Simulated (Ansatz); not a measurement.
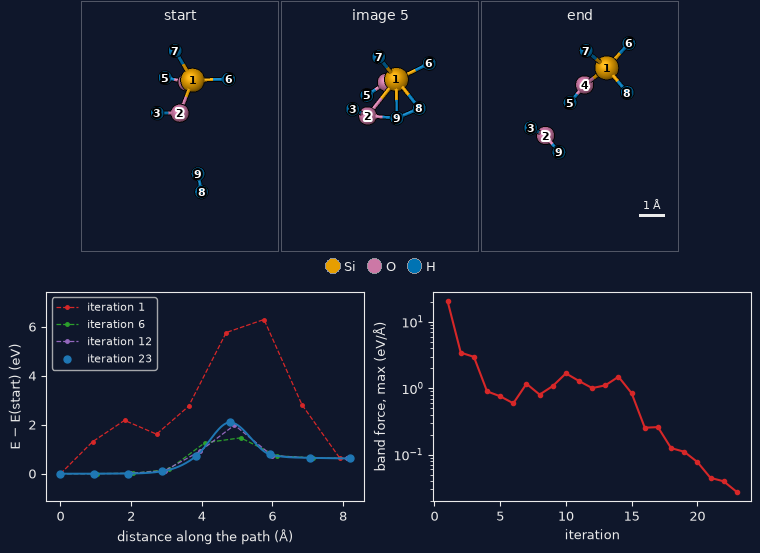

A nudged-elastic-band calculation for SiH$_{6}$O$_{2}$, made up of SiH4O2 and H₂. Images are numbered from 0 (start) to 8 (end). The plot follows the band through its iterations. The picture is a ball-and-stick view, seen from a free direction.

Method: Ansatz, RKS PBE-D4/def2-TZVP. Settings: 7 movable images; climbing image; force threshold 0.03 eV/Å; iteration limit 60; starting path through a guess of the saddle point.

> Did the band converge, and can the barrier be trusted?

The result is final at these settings. The band converged in 23 iterations. The largest component of the band force went from 20 to 0.028 eV/Å. The climbing image converged on the top of the path. Its vibrational analysis gives one imaginary mode (1190i cm⁻¹), as a transition state must have. The first iteration put the highest image at 6.30 eV. The energy climbs by 2.10 eV to image 5 and then falls by 1.47 eV, so the end point sits at +0.62 eV.

Limits of the set-up: the start holds two separate molecules, 2.6 Å apart at their closest, whose relative position is a soft coordinate.
